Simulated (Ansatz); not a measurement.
# Fields on a plane of W (fcc, Cu type)

```yaml
crystal:
  lattice:
    - [0.00000, 1.99880, 1.99880]
    - [1.99880, 0.00000, 1.99880]
    - [1.99880, 1.99880, 0.00000]
  atoms:
    - { symbol: W, position: [0.00000, 0.00000, 0.00000] }
```

The slice is a {111} plane (indices of the conventional cell) through the point (0.000, 0.000, 0.000) (fractional), spanned by u = [100] and v = [-1 2 0] in vectors of this cell: u (2.83 Å) and v (4.90 Å, at 90° to u). It covers one period; positions are fractions (u, v).

Atoms on it: W at (0.00, 0.00); W at (0.50, 0.50).

Computed with PBEsol (plane waves to 420 eV, PAW, scalar-relativistic; Ansatz, an electronic-structure program). k mesh 20×20×20. Near the nuclei the fields are pseudised (PAW); where an atom keeps semicore shells as valence, they peak there. Spin-orbit coupling is left out, though W is heavy. This is one of several known forms of W; the measured ambient cells at hand have space group No. 229. W is run without spin polarisation. W was relaxed with its symmetry unable to fall.

```
|xxxxxxxxxxxxxx  ==**==  xxxxxxxxxxxx|
|xxxxxxxxxxxxxx..++##++..xxxxxxxxxxxx|
|xxxxxxxxxxxx  --##%%##--  xxxxxxxxxx|
|xxxxxxxxxxxx  ++%%@@%%++  xxxxxxxxxx|
|xxxxxxxxxx  ==##@@@@@@##==  xxxxxxxx|
|xxxxxx    --**%%@@@@@@%%**--    xxxx|
|      ::==++####%%%%%%####++==::    |
|====++++****++++======++++****++++==|
|%%%%####++==::          ::==++####%%|
|@@@@%%**--    xxxxxxxxxx    --**%%@@|
|@@@@##==  xxxxxxxxxxxxxxxxxx  ==##@@|
|@@%%++  xxxxxxxxxxxxxxxxxxxxxx  ++%%|
|%%##--  xxxxxxxxxxxxxxxxxxxxxx  --##|
|##++..xxxxxxxxxxxxxxxxxxxxxxxxxx..++|
|**==  xxxxxxxxxxxxxxxxxxxxxxxxxx  ==|
|**==  xxxxxxxxxxxxxxxxxxxxxxxxxx  ==|
|**==  xxxxxxxxxxxxxxxxxxxxxxxxxx  ==|
|##++..xxxxxxxxxxxxxxxxxxxxxxxxxx..++|
|%%##--  xxxxxxxxxxxxxxxxxxxxxx  --##|
|@@%%++  xxxxxxxxxxxxxxxxxxxxxx  ++%%|
|@@@@##==  xxxxxxxxxxxxxxxxxx  ==##@@|
|@@@@%%**--    xxxxxxxxxx    --**%%@@|
|%%%%####++==::          ::==++####%%|
|====++++****++++======++++****++++==|
|      ::==++####%%%%%%####++==::    |
|xxxxxx    --**%%@@@@@@%%**--    xxxx|
|xxxxxxxxxx  ==##@@@@@@##==  xxxxxxxx|
|xxxxxxxxxxxx  ++%%@@%%++  xxxxxxxxxx|
|xxxxxxxxxxxx  --##%%##--  xxxxxxxxxx|
|xxxxxxxxxxxxxx..++##++..xxxxxxxxxxxx|
|xxxxxxxxxxxxxx  ==**==  xxxxxxxxxxxx|
|xxxxxxxxxxxxxx  ==**==  xxxxxxxxxxxx|
```
Scale: ten equal steps from 4.00 (start of ' ') to 12.23 (end of '@'), in the order ' .:-=+*#%@'. Values: electrostatic potential energy of an electron, from the cell's mean, in eV. The map has 18 points along u (two characters each, u = 0 at the left) and 32 along v (v = 0 in the bottom row). Points within 1 Å of a nucleus are blanked (x), as the pseudised field means little there. Values under 4 eV are set to 4. The zero, the cell's mean, hangs on the PAW cores.

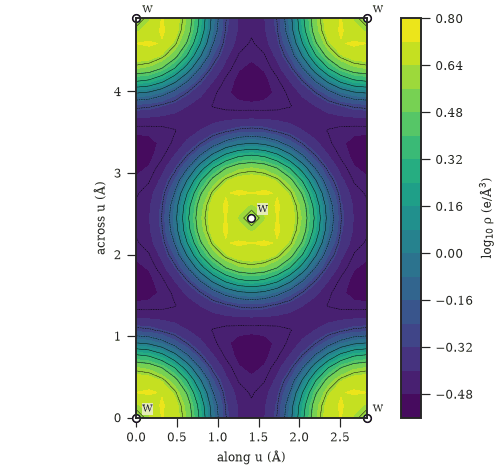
Log₁₀ of the valence density in e/Å³, one period of the plane, atoms marked. The scale is logarithmic, as a density can span decades between atoms and voids.

Density on the W–W line (2.83 Å) at its midpoint: 0.36 e/Å³
ELF at that point: 0.36
